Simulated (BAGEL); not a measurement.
# CH6NPSi (SMILES P[SiH]1CN1): HF/STO-3G (density fitting with qzvpp-jkfit)

What is the energy change on altering one bond length of CH6NPSi at HF/STO-3G (density fitting with qzvpp-jkfit)? 

Program for the calculation: BAGEL 1.2.2.

### Step 1. Starting point

CH6NPSi: 10 atoms, total charge 0, spin state singlet. As SMILES, `P[SiH]1CN1`. The shape is that of a PBE0-D4/def2-TZVP optimisation. This is one conformer, not always the lowest.

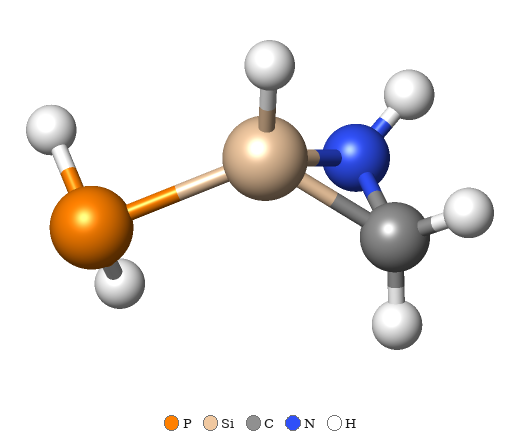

The structure, seen from a chosen angle (phosphorus orange, silicon light orange, carbon grey, nitrogen blue, hydrogen white).

### Step 2. The energy at HF/STO-3G (density fitting with qzvpp-jkfit)

Input file job.json:

```json
{ "bagel": [

{
  "title": "molecule",
  "basis": "sto-3g",
  "df_basis": "qzvpp-jkfit",
  "angstrom": "true",
  "geometry": [
    { "atom": "P", "xyz": [   -2.126500,    0.935800,   -0.067900 ] },
    { "atom": "Si", "xyz": [    0.034500,    0.548300,    0.353000 ] },
    { "atom": "C", "xyz": [    0.777000,   -1.104600,    0.610200 ] },
    { "atom": "N", "xyz": [    0.967700,   -0.433700,   -0.713500 ] },
    { "atom": "H", "xyz": [   -2.191600,   -0.136100,   -0.996200 ] },
    { "atom": "H", "xyz": [   -1.838400,    1.906500,   -1.066200 ] },
    { "atom": "H", "xyz": [    0.677500,    1.690600,    1.049000 ] },
    { "atom": "H", "xyz": [    1.645800,   -1.171600,    1.264400 ] },
    { "atom": "H", "xyz": [    0.215300,   -2.034000,    0.558400 ] },
    { "atom": "H", "xyz": [    1.921900,   -0.252400,   -0.988100 ] }
  ]
},
{ "title": "hf" },
{ "title": "print", "file": "orbitals.molden", "orbitals": "true" }

]}
```

On the command line:

```
BAGEL_NUM_THREADS=1 BAGEL job.json > job.out
```

What it wrote:

```text
* using 1 threads per process

  ===============================================================
  ===============================================================

  *** Geometry ***

  { "atom" : "P", "xyz" : [     -4.018503,      1.768406,     -0.128312 ] },
  { "atom" : "Si", "xyz" : [      0.065196,      1.036137,      0.667073 ] },
  { "atom" : "C", "xyz" : [      1.468317,     -2.087391,      1.153111 ] },
  { "atom" : "N", "xyz" : [      1.828688,     -0.819574,     -1.348320 ] },
  { "atom" : "H", "xyz" : [     -4.141524,     -0.257192,     -1.882545 ] },
  { "atom" : "H", "xyz" : [     -3.474073,      3.602763,     -2.014826 ] },
  { "atom" : "H", "xyz" : [      1.280289,      3.194771,      1.982323 ] },
  { "atom" : "H", "xyz" : [      3.110111,     -2.214003,      2.389370 ] },
  { "atom" : "H", "xyz" : [      0.406858,     -3.843703,      1.055223 ] },
  { "atom" : "H", "xyz" : [      3.631865,     -0.476967,     -1.867238 ] },

  Number of auxiliary basis functions:      516

  Since a DF basis is specified, we compute 2- and 3-index integrals:
    o Being stored without compression. Storage requirement is 0.005 GB

  Number of basis functions:       34
  Number of electrons      :       48

    * METHOD: MOLECULE                             0.22

  *** RHF ***

  === Nuclear Repulsion ===
   209.9988838173

      * DIIS with orbital gradients will be used.

  === RHF iteration (sto-3g) ===
      0       -717.06104714          0.01007426           0.03
      1       -717.10125660          0.00356016           0.03
      2       -717.10596421          0.00071686           0.03
      3       -717.10636859          0.00012298           0.03
      4       -717.10638303          0.00004537           0.03
      5       -717.10638535          0.00000927           0.03
      6       -717.10638543          0.00000226           0.03
      7       -717.10638544          0.00000073           0.03
      8       -717.10638544          0.00000015           0.03
      9       -717.10638544          0.00000005           0.03
     10       -717.10638544          0.00000002           0.03
     11       -717.10638544          0.00000001           0.03
    * SCF iteration converged.

    * Permanent dipole moment:
           (   -0.078237,    -0.552981,    -0.267547) a.u.

    * METHOD: HF                                   0.51

    * METHOD: PRINT                                0.00

  ===============================================================
```

Run time: 0.91 s. Hardware: 1 thread of Arm Neoverse V1, shared host.

### Step 3. The distorted shape

Input file input.json:

```json
{ "bagel" : [

{
  "title" : "molecule",
  "basis" : "sto-3g",
  "df_basis" : "qzvpp-jkfit",
  "angstrom" : true,
  "geometry" : [
    { "atom" : "P", "xyz" : [   -3.271584,    0.718232,    0.261633 ] },
    { "atom" : "Si", "xyz" : [   -1.110584,    0.330732,    0.682533 ] },
    { "atom" : "C", "xyz" : [   -0.368084,   -1.322168,    0.939733 ] },
    { "atom" : "N", "xyz" : [   -0.177384,   -0.651268,   -0.383967 ] },
    { "atom" : "H", "xyz" : [   -3.336684,   -0.353668,   -0.666667 ] },
    { "atom" : "H", "xyz" : [   -2.983484,    1.688932,   -0.736667 ] },
    { "atom" : "H", "xyz" : [   -0.467584,    1.473032,    1.378533 ] },
    { "atom" : "H", "xyz" : [    0.500716,   -1.389168,    1.593933 ] },
    { "atom" : "H", "xyz" : [   -0.929784,   -2.251568,    0.887933 ] },
    { "atom" : "H", "xyz" : [    1.921900,   -0.252400,   -0.988100 ] }
  ]
},
{ "title" : "hf" },
{ "title" : "print", "file" : "orbitals.molden", "orbitals" : true }

]}
```

On the command line:

```
BAGEL_NUM_THREADS=1 BAGEL input.json > input.out
```

What it wrote:

```text
* using 1 threads per process

  ===============================================================
  ===============================================================

  *** Geometry ***

  { "atom" : "P", "xyz" : [     -6.182398,      1.357262,      0.494415 ] },
  { "atom" : "Si", "xyz" : [     -2.098700,      0.624993,      1.289800 ] },
  { "atom" : "C", "xyz" : [     -0.695578,     -2.498535,      1.775838 ] },
  { "atom" : "N", "xyz" : [     -0.335207,     -1.230718,     -0.725592 ] },
  { "atom" : "H", "xyz" : [     -6.305419,     -0.668336,     -1.259818 ] },
  { "atom" : "H", "xyz" : [     -5.637968,      3.191619,     -1.392099 ] },
  { "atom" : "H", "xyz" : [     -0.883606,      2.783627,      2.605050 ] },
  { "atom" : "H", "xyz" : [      0.946216,     -2.625147,      3.012097 ] },
  { "atom" : "H", "xyz" : [     -1.757037,     -4.254847,      1.677950 ] },
  { "atom" : "H", "xyz" : [      3.631865,     -0.476967,     -1.867238 ] },

  Number of auxiliary basis functions:      516

  Since a DF basis is specified, we compute 2- and 3-index integrals:
    o Being stored without compression. Storage requirement is 0.005 GB

  Number of basis functions:       34
  Number of electrons      :       48

    * METHOD: MOLECULE                             0.22

  *** RHF ***

  === Nuclear Repulsion ===
   206.0456174909

      * DIIS with orbital gradients will be used.

  === RHF iteration (sto-3g) ===
      0       -716.71361629          0.01547370           0.03
      1       -716.79198247          0.00711600           0.03
      2       -716.80661146          0.00253284           0.03
      3       -716.80909761          0.00109788           0.03
      4       -716.80977919          0.00031112           0.03
      5       -716.80990227          0.00019852           0.03
      6       -716.80997042          0.00013412           0.03
      7       -716.81001784          0.00005671           0.03
      8       -716.81002626          0.00001770           0.03
      9       -716.81002687          0.00000723           0.03
     10       -716.81002688          0.00000365           0.03
     11       -716.81002690          0.00000105           0.03
     12       -716.81002690          0.00000047           0.03
     13       -716.81002690          0.00000023           0.03
     14       -716.81002690          0.00000013           0.03
     15       -716.81002690          0.00000007           0.03
     16       -716.81002690          0.00000004           0.03
     17       -716.81002690          0.00000002           0.03
     18       -716.81002690          0.00000000           0.03
    * SCF iteration converged.

    * Permanent dipole moment:
           (    0.559764,    -0.494278,    -0.595105) a.u.

    * METHOD: HF                                   0.72

    * METHOD: PRINT                                0.00

  ===============================================================
```

It took 1.1 s on 1 thread of Arm Neoverse V1, shared host.

### Step 4. Outcome

At HF/STO-3G (density fitting with qzvpp-jkfit):

```
                                                          quantity          value
                                         first shape: total energy  -717.10639 Eh
                                        first shape: dipole moment         1.57 D
                                          first shape: HOMO energy       -6.97 eV
                                          first shape: LUMO energy        9.57 eV
                                        first shape: HOMO–LUMO gap       16.54 eV
                                     distorted shape: total energy  -716.81003 Eh
                                    distorted shape: dipole moment         2.43 D
                                      distorted shape: HOMO energy       -5.45 eV
                                      distorted shape: LUMO energy        3.42 eV
                                    distorted shape: HOMO–LUMO gap        8.87 eV
energy change with the N4–H10 bond stretched from 1.009 to 2.221 Å       8.064 eV
```

One bond (distorted shape) is far stretched, which a spin-restricted single reference describes badly; a broken-symmetry solution may lie lower. With the N4–H10 bond stretched from 1.009 to 2.221 Å the energy rises by 8.06 eV (186 kcal/mol). The first shape isn't relaxed at this level, so the change isn't measured from a minimum. A restricted reference can't describe the breaking bond well at this length. The minimal basis adds a large error of its own.
